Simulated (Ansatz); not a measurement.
Ga2H6 ((H2Ga-mu-H)2)

```xyz
8

Ga    0.7202   -0.9387    0.5217
H     1.7695   -1.5578   -0.4437
H     0.3981   -1.2703    2.0058
H     0.7930    0.8051    0.3569
Ga   -0.7205    0.9387   -0.5213
H    -1.7748    1.5681    0.4318
H    -0.3864    1.2586   -2.0054
H    -0.7993   -0.8037   -0.3458
```

Geometry: PBE0-D4/def2-TZVP.

Theory: RKS PBE0-D4/def2-TZVP in Ansatz.

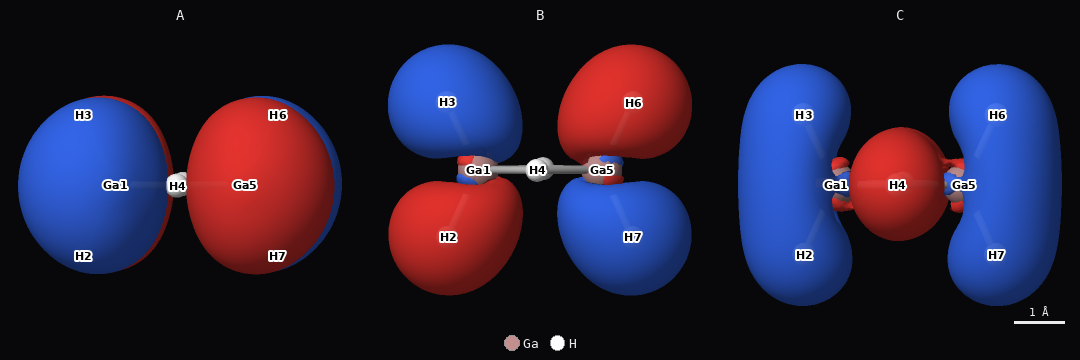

Figure 1. Three frontier orbitals at ±0.06 Å⁻³ᐟ² (red and blue are the two phases), in no order.

Which picture is the HOMO−1, the HOMO and the LUMO?

C is the HOMO−1 (−9.14 eV). By Hirshfeld shares it lies mainly on Ga1 (about 25 %), Ga5 (about 25 %), H2 (about 10 %), H3 (about 10 %), H6 (about 10 %) and H7 (about 10 %); it is gerade (even under inversion). B is the HOMO (−8.69 eV). By Hirshfeld shares it lies mainly on Ga1 (about 20 %), Ga5 (about 20 %), H2 (about 15 %), H3 (about 15 %), H6 (about 15 %) and H7 (about 15 %); it is gerade (even under inversion). A is the LUMO (−1.18 eV). Its weight (Hirshfeld) is mainly on Ga1 (about 40 %) and Ga5 (about 40 %); it is gerade (even under inversion); π-antibonding (π*) across Ga1–Ga5.

What is the HOMO–LUMO gap?

7.51 eV between the orbital energies.

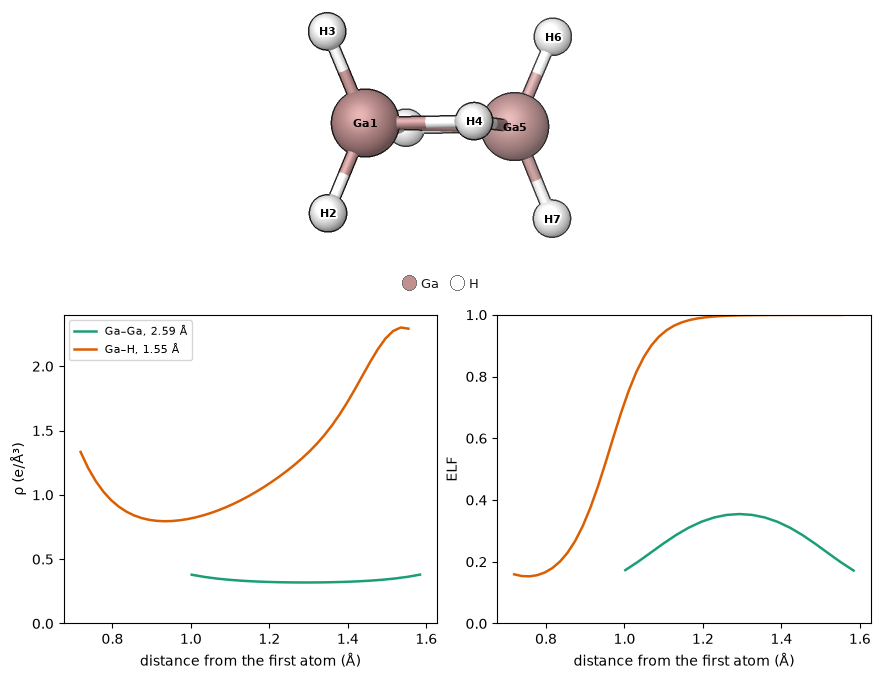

Figure 2. Total electron density and ELF along straight lines between neighbouring atoms. The curves leave out the atomic cores. The structure is drawn too.

Compare the contacts.

Ga–Ga (2.59 Å): the density is about 0.32 e/Å³ at the midpoint; the ELF is about 0.35 at the midpoint.
Ga–H (1.55 Å): ρ at the midpoint is about 1 e/Å³; the ELF climbs to about 1 towards the hydrogen.

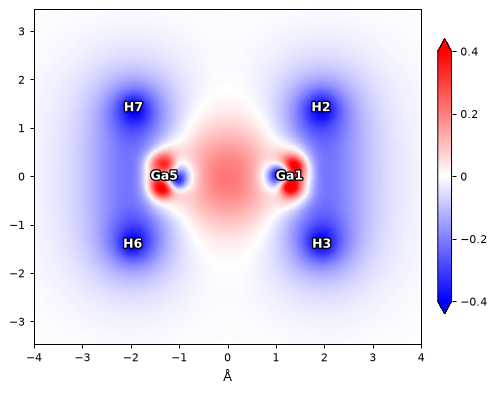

Figure 3. The HOMO−1 on the plane of atoms Ga1, Ga5 and H7 (values in Å⁻³ᐟ²; the overall sign is arbitrary).

Describe this orbital and give its energy.

By Hirshfeld shares it lies mainly on Ga1 (about 25 %), Ga5 (about 25 %), H2 (about 10 %), H3 (about 10 %), H6 (about 10 %) and H7 (about 10 %); it is gerade (even under inversion). Its energy is −9.14 eV.
